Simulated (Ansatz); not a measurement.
# C₃H₂ClF (SMILES FC1=CC1Cl): what the fields show

The calculation's input:

```
crystal:
  periodic: [false, false, false]
  atoms:
    - {symbol: F, position_ang: [0.415953, -2.094463, -0.334423]}
    - {symbol: C, position_ang: [0.254769, -0.851449, 0.006887]}
    - {symbol: C, position_ang: [0.154652, 0.033261, 0.937234]}
    - {symbol: C, position_ang: [0.000685, 0.474118, -0.491641]}
    - {symbol: Cl, position_ang: [-1.623553, 0.912028, -1.122889]}
    - {symbol: H, position_ang: [0.123879, 0.365720, 1.959336]}
    - {symbol: H, position_ang: [0.734815, 1.092786, -1.000205]}
basis:
  gaussian: {orbitals: def2-TZVPP}
hamiltonian: {xc: pbe0, dispersion: d4}
output: {orbitals: {seedname: orbitals}}
```

Launched as:

```sh
ansatz run in.yaml --threads 2 --pin off --events-out ev --progress --plain --max-ram 4352MiB
```

Geometry: PBE0-D4/def2-TZVP.

Computed with RKS PBE0-D4/def2-TZVPP in Ansatz 0.2.0.

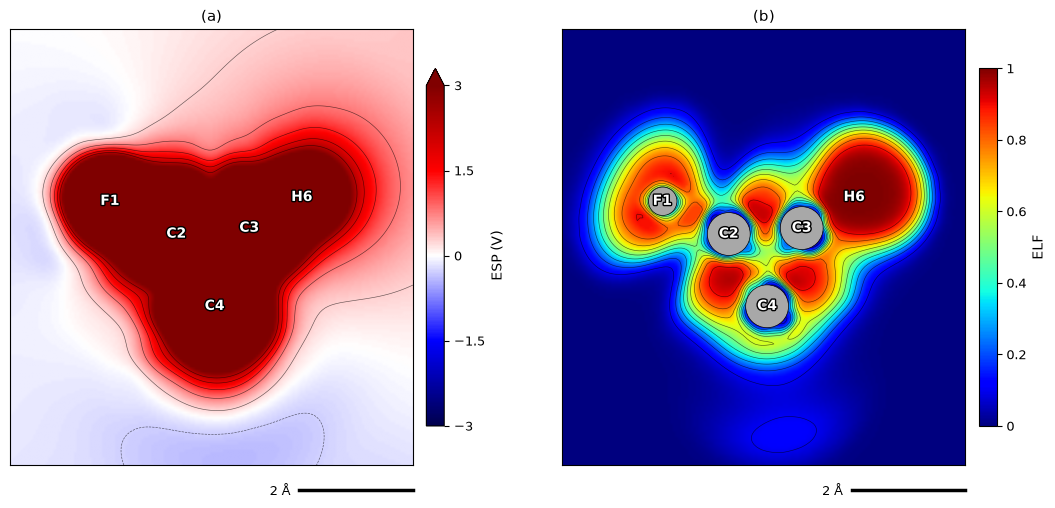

Figure 1. (a) electrostatic potential; (b) ELF on the plane of atoms C4, C3 and H6. Grey discs cover the atomic cores in the ELF map.

**What does the map show?**

The section cuts through F, C and H sites. C–C (1.29 Å): the ELF peaks at about 0.85 between the atoms (a short, multiple covalent bond). C–F (1.30 Å): the ELF peaks at about 0.85 between the atoms; a shared but strongly polarised pair. C–H (1.08 Å): the ELF climbs to about 1 towards the hydrogen, as it does in any bond to H; a covalent bond by its length. C–C (1.44 Å): the ELF peaks at about 0.85 between the atoms, as expected for a covalent bond. The ELF also peaks beside F1, away from the bonds: lone-pair regions. Outside the dense part of the molecule the potential is most negative (−0.4 V) near Cl5, which lies off the plane.

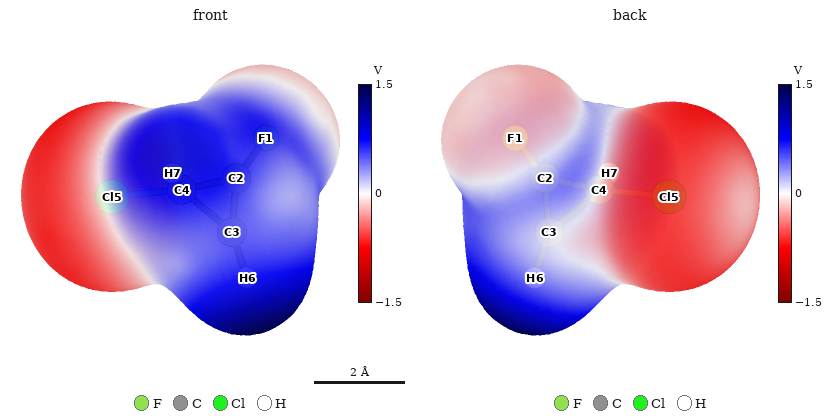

Figure 2. The electrostatic potential painted on the density surface at 0.001 e/bohr³, seen from the front and from behind; red is negative and blue positive.

**Where is the surface potential most negative and most positive?**

The most negative region (about −0.7 V) lies over Cl5, the most positive (about +1.5 V) over H6.

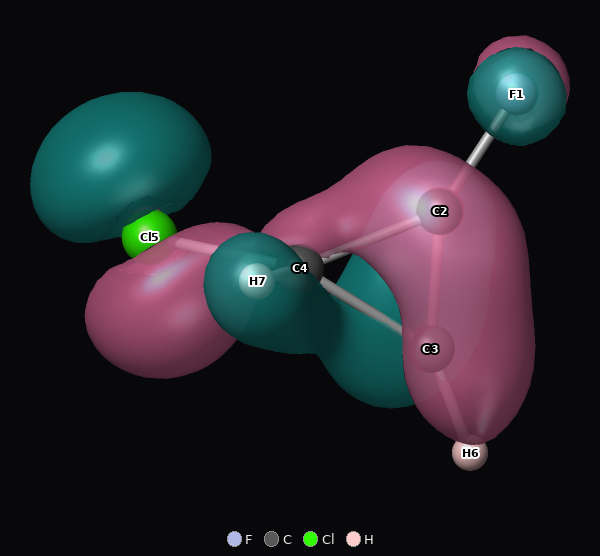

Figure 3. The HOMO at ±0.15 Å⁻³ᐟ² (teal and pink are the two phases), seen across its widest extent.

**What is the character of this orbital?**

It lies mainly on Cl5 (about 35 %), C3 (about 20 %), C2 (about 20 %), C4 (about 10 %) and F1 (about 5 %). Its energy is −8.16 eV.
